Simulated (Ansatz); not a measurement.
# Cl2H2O2W···HCl: what the fields show

```xyz
9

W    -0.5647    0.1035   -0.4320
H     1.0566    0.1172    1.2245
Cl    1.9273   -0.4619    2.0786
Cl   -0.3019    2.2937    0.1274
Cl   -2.5840   -0.1669    0.5523
O     0.1160   -1.5812   -0.0986
H     0.7377   -1.8237    0.6149
O     0.0525    0.2623   -2.1809
H     1.0211    0.2223   -2.2899
```

Core potentials replace the inner electrons of W.

The calculation used RKS PBE0-D4/def2-SVP (Ansatz 0.2.0).

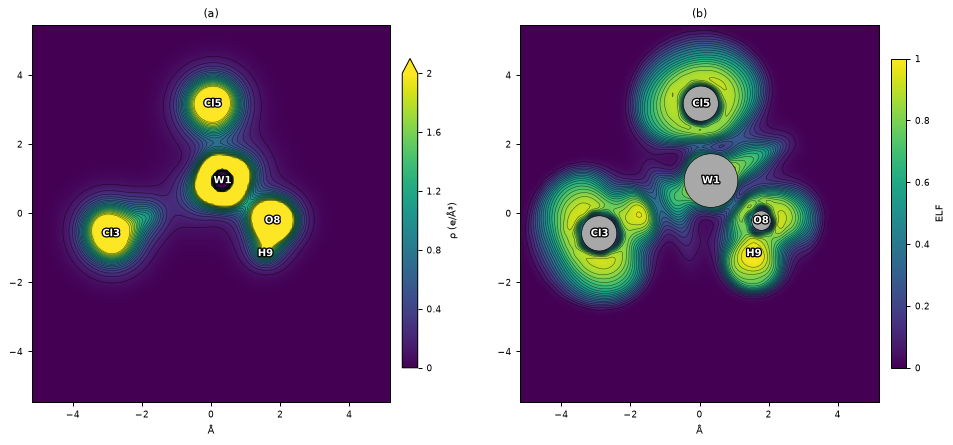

Figure 1. (a) electron density; (b) ELF on the plane of atoms W1, O8 and H9. Grey discs cover the atomic cores in the ELF map.

Q: Read the bonding off the picture.

A:
- Atoms in the plane: W, Cl, O and H.
- W–O (1.86 Å): ρ at the midpoint is about 1.2 e/Å³; the ELF peaks at about 0.85 in the valence shell of O, 0.6 Å from its nucleus, and drops to about 0.30 between the two atoms.
- W–Cl (2.26 Å): ρ at the midpoint is about 0.73 e/Å³; the ELF peaks at about 0.85 in the valence shell of Cl, 0.8 Å from its nucleus, and is about 0.40 at the midpoint.
- O–H (0.98 Å): ρ at the midpoint is about 3.6 e/Å³; the ELF climbs to about 1 towards the hydrogen, as it does in any bond to H; an ordinary covalent bond to hydrogen.
- The ELF also peaks beside Cl3, away from the bonds: lone-pair regions.

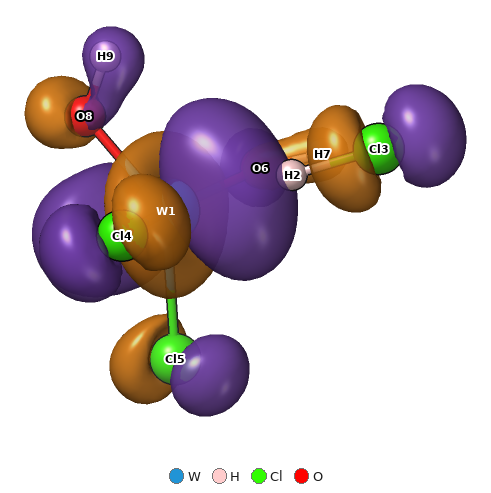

Figure 2. One frontier orbital at ±0.08 Å⁻³ᐟ² (orange and purple are the two phases), seen at a tilt.

Q: Which orbital is it: HOMO or LUMO?

A: The HOMO, at −6.31 eV. Its weight (Hirshfeld) is mainly on W1 (about 65 %), Cl3 (about 5 %) and Cl4 (about 5 %).

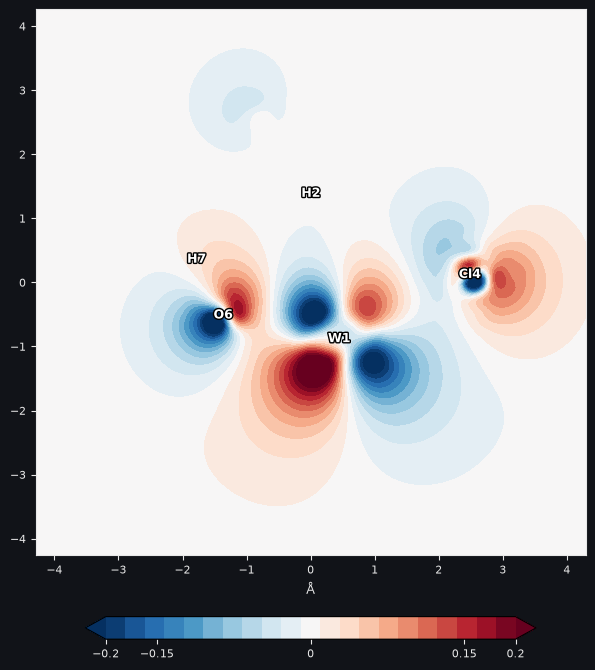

Figure 3. The LUMO on the plane of atoms Cl4, W1 and O6 (values in Å⁻³ᐟ²; the overall sign is arbitrary).

Q: What is the character of this orbital?

A: It lies mainly on W1 (about 65 %), Cl4 (about 10 %), Cl5 (about 10 %) and O8 (about 5 %). Its energy is −3.15 eV.
